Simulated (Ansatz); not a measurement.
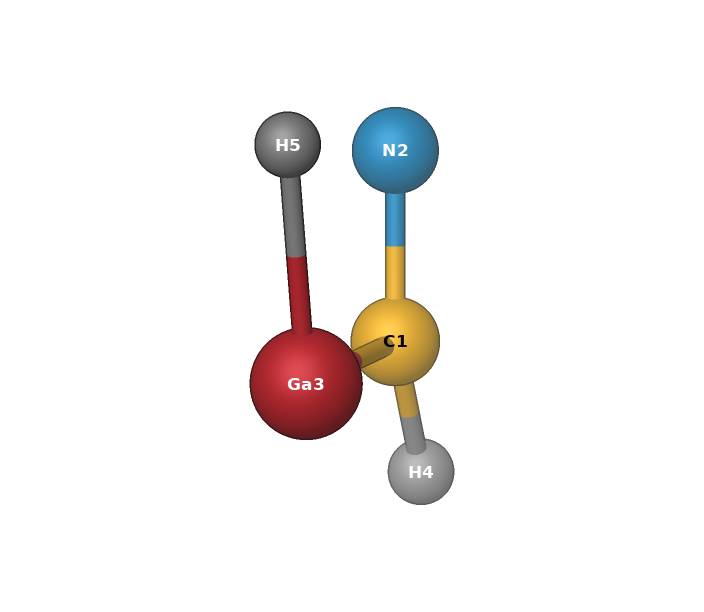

C1 lies behind Ga3. The molecule seen a little off the Ga3–C1 bond, Ga3 in front. Depth is shown by fading: the farther an atom, the more it takes the colour of the background. The computed structure is the end point of a PBE-D4/def2-SVP optimisation. No frequency run is at hand to confirm it as a minimum.

Question: What is the torsion angle H5–Ga3–C1–N2? The sign is positive where the front bond must turn clockwise to cover the back bond.

Answer: 0°, synperiplanar (eclipsed).
